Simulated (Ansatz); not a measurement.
The calculation's input:

```
crystal:
  periodic: [false, false, false]
  atoms:
    - symbol: C
      position_ang: [0.710370, -1.504269, -1.310627]
    - symbol: C
      position_ang: [0.570173, -1.183018, 0.168706]
    - symbol: C
      position_ang: [-0.718114, -0.491312, 0.638258]
    - symbol: C
      position_ang: [-0.317980, 0.165504, 1.970736]
    - symbol: C
      position_ang: [1.059454, 0.729256, 1.690161]
    - symbol: C
      position_ang: [1.683624, -0.275054, 0.692120]
    - symbol: F
      position_ang: [0.929457, 1.917165, 0.967665]
    - symbol: O
      position_ang: [2.840009, -0.288978, 0.353620]
    - symbol: H
      position_ang: [0.565697, -0.596752, -1.918603]
    - symbol: H
      position_ang: [-0.028215, -2.254402, -1.631556]
    - symbol: H
      position_ang: [1.719002, -1.891345, -1.519319]
    - symbol: H
      position_ang: [0.690589, -2.119186, 0.755709]
    - symbol: H
      position_ang: [-1.571545, -1.179527, 0.733330]
    - symbol: H
      position_ang: [-0.998180, 0.292277, -0.086910]
    - symbol: H
      position_ang: [-0.238971, -0.596416, 2.766767]
    - symbol: H
      position_ang: [-1.013991, 0.944789, 2.316770]
    - symbol: H
      position_ang: [1.699759, 0.925650, 2.565334]
basis:
  gaussian:
    orbitals: def2-SVPD
hamiltonian:
  xc: {name: PBE0}
output: {forces: true, orbitals: {seedname: orbitals}}
```

Run with:

```sh
ansatz run input.yaml --threads 4 --pin off --max-ram 7830MiB --events-out events.jsonl --progress --plain --runs-dir runs
```

Geometry: r2SCAN-D4/def2-SVP.

Computed with isolated molecule in a Gaussian basis; Kohn-Sham density functional theory, functional PBE0 in Ansatz.

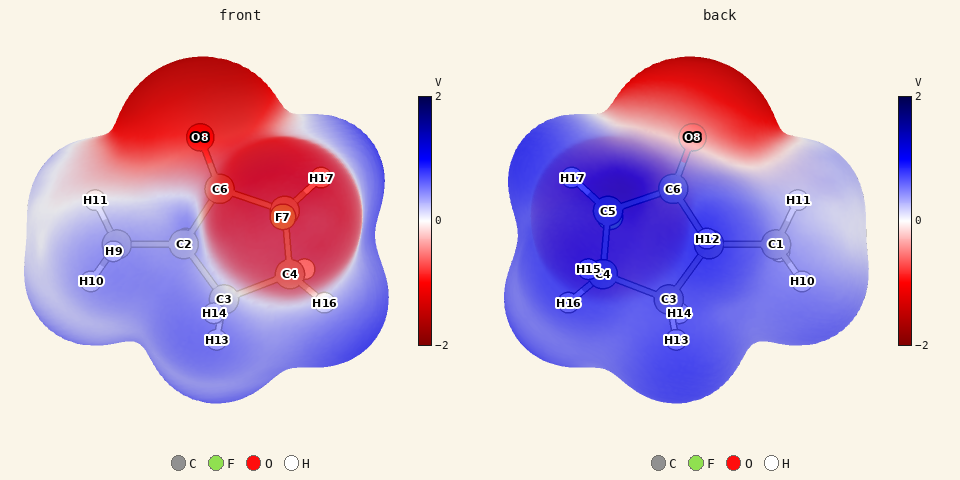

C6H9FO. The molecular electrostatic potential painted on the density surface at 0.001 e/bohr³, seen from the front and from behind; red is negative and blue positive.

Q: Where is the surface potential most negative and most positive?

A: The most negative region (about −1.5 V) lies over O8, the most positive (about +1.1 V) over C5, C6 and H15. O8 is the likeliest acceptor of a hydrogen bond.

Q: How polar is the molecule by this calculation?

A: Its dipole moment is 3.71 D.
